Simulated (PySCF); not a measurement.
**C$_{3}$H$_{8}$OSi, SMILES `C=C(C)[SiH2]O`: what the electrons do**

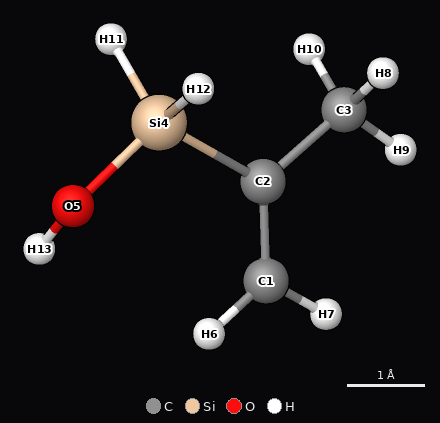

The molecule, with its atoms numbered as below. No frequency check shows the geometry to be a minimum.

Coordinates in Å:

```
C1       1.0171   -1.5030    0.0376
C2       0.8525   -0.1869    0.0055
C3       2.0342    0.7338   -0.0374
Si4     -0.8519    0.6336    0.0257
O5      -2.0622   -0.4528    0.0172
H6       0.1810   -2.1826    0.0793
H7       1.9941   -1.9654    0.0338
H8       2.0220    1.3929    0.8294
H9       2.9726    0.1820   -0.0462
H10      1.9873    1.3632   -0.9249
H11     -0.9482    1.5112   -1.1482
H12     -1.1052    1.3374    1.2766
H13     -2.1023   -1.1495   -0.6318
```

### 1. Excited states

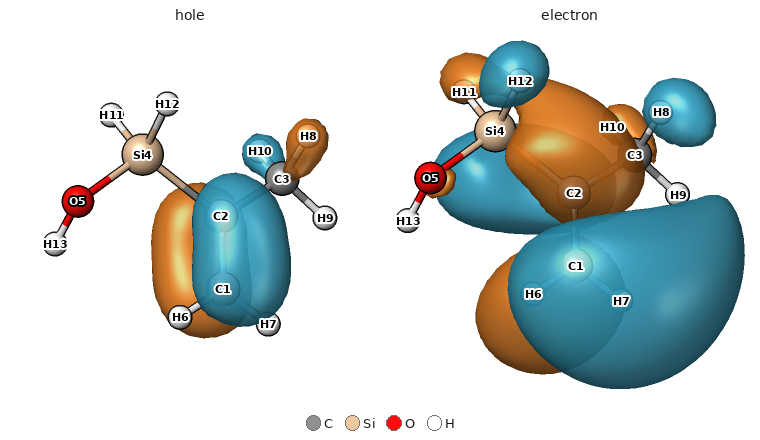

Leading natural transition orbital pair of S₂ (CIS singlet states); the surfaces enclose about 70 % of each orbital's density.

Level of theory: HF/6-311+G** (PySCF), at a geometry from GFN2-xTB.

Q: Give its energy and the atoms that hole and electron lie on.

A: 7.37 eV (168 nm), f = 0.503 (bright); the leading pair carries 95 %; hole on C1 (40 %), C2 (34 %) and C3 (6 %), electron on C1 (34 %), C2 (25 %) and Si4 (14 %); their centroids lie 0.5 Å apart; S₁ lies within 0.1 eV of it. The HOMO–LUMO gap is 11.55 eV.

### 2. Localised orbitals

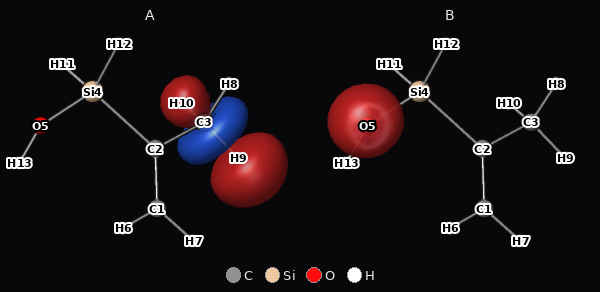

Intrinsic bond orbitals (IBO), occupied and valence-virtual; each surface holds about 80 % of the orbital's density. Energies are diagonal elements of the Fock matrix.

Level of theory: PBE/6-31G* (PySCF), at a geometry from GFN2-xTB.

Q: Identify each orbital.

A: By panel:
- A: σ* orbital H9–C3 (H9 57 %, C3 42 %; 8.7 eV)
- B: lone pair on O5 (sp2.2-type) (O5 97 %; −10.4 eV)

### 3. Stretching a bond

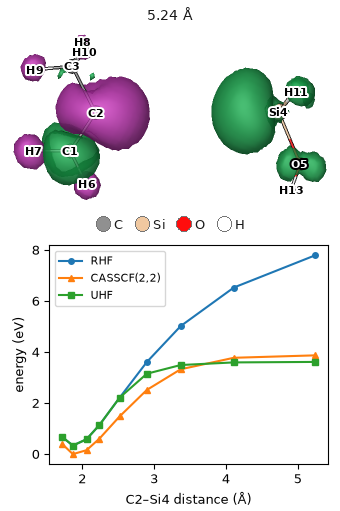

Rigid stretch of the C2–Si4 bond. Broken-symmetry UHF spin density at ±0.03 e/Å³ (green: α, purple: β). Below: energies along the scan, from the lowest point of the three curves.

Level of theory: 6-31+G* basis (PySCF), at a geometry from GFN2-xTB.

UHF's ⟨S²⟩ passes 1 along the scan (up to 1.23), so it also polarises electrons outside the stretched bond; its energy lowering isn't due to that bond alone.

Q: How does the broken-symmetry solution share the spin, and how far is it from a pure singlet?

A: At 5.24 Å excess α spin lies mostly on Si4 and excess β on C2; the two could be swapped at no cost. ⟨S²⟩ is 1.23 at 5.24 Å, against 0 for a pure singlet and 1 for an equal mix of singlet and triplet.

Q: Where does the UHF solution part from RHF?

A: Between 2.24 Å (⟨S²⟩ = 0, the two coincide) and 2.52 Å (⟨S²⟩ = 0.03); at 5.24 Å ⟨S²⟩ is 1.23 and UHF lies 4.2 eV below RHF.

Q: How much energy does the stretch cost?

A: By CASSCF, 3.9 eV from the lowest point of the scan (1.87 Å) to 5.24 Å; RHF gives 7.5 eV from its own lowest point. The fragments aren't relaxed and dynamic correlation is missing, so this isn't a bond dissociation energy.
